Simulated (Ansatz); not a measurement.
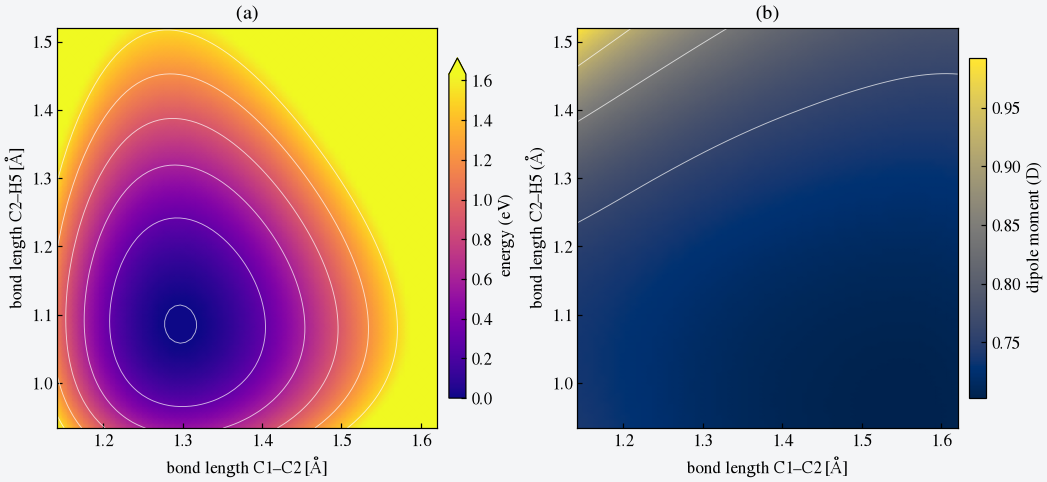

C2H3, SMILES [CH]=C, spin multiplicity 2. 
- The first coordinate is: bond length C1–C2; the second: bond length C2–H5.
- Nothing is relaxed (all other coordinates rigid).
- The grid has 11 × 11 points.
- Points are written as (first, second).
- Energies: eV, counted from the lowest grid point.
- These are results of UKS CAM-B3LYP-D4/def2-TZVP (Ansatz 0.2.0), not measurements.

Panel (a) is the energy and panel (b) the computed dipole moment on the same grid.

In the figure: a smooth colour map with a few white contour lines, one colour for all values above the top of the scale. Between grid points the surface is interpolated.

> How does the dipole moment vary over the map, and what is it at the lowest grid point?

Leaving out the highest fifth of the energies, it runs from 0.70 D at (1.525 Å, 0.934 Å) to 0.94 D at (1.190 Å, 1.520 Å). At the lowest grid point, (1.286 Å, 1.110 Å), it is 0.72 D.

```
bond length C2–H5 ↓, bond length C1–C2 →  1.142  1.190  1.238  1.286  1.333  1.381  1.429  1.477  1.525  1.573  1.621
                                   1.520   0.99   0.94   0.90   0.86   0.84   0.82   0.81   0.79   0.79   0.78   0.78
                                   1.461   0.92   0.88   0.85   0.82   0.80   0.79   0.78   0.77   0.77   0.76   0.76
                                   1.403   0.86   0.83   0.81   0.79   0.78   0.77   0.76   0.75   0.75   0.75   0.75
                                   1.344   0.81   0.79   0.78   0.77   0.76   0.75   0.74   0.74   0.74   0.74   0.74
                                   1.285   0.78   0.77   0.76   0.75   0.74   0.74   0.73   0.73   0.73   0.73   0.73
                                   1.227   0.76   0.75   0.74   0.73   0.73   0.73   0.72   0.72   0.72   0.72   0.72
                                   1.168   0.74   0.74   0.73   0.73   0.72   0.72   0.72   0.71   0.71   0.71   0.71
                                   1.110   0.74   0.73   0.73   0.72   0.72   0.71   0.71   0.71   0.71   0.71   0.71
                                   1.051   0.74   0.73   0.72   0.72   0.71   0.71   0.71   0.71   0.70   0.70   0.71
                                   0.992   0.74   0.73   0.72   0.72   0.71   0.71   0.71   0.70   0.70   0.70   0.71
                                   0.934   0.74   0.73   0.73   0.72   0.71   0.71   0.71   0.70   0.70   0.70   0.70
```
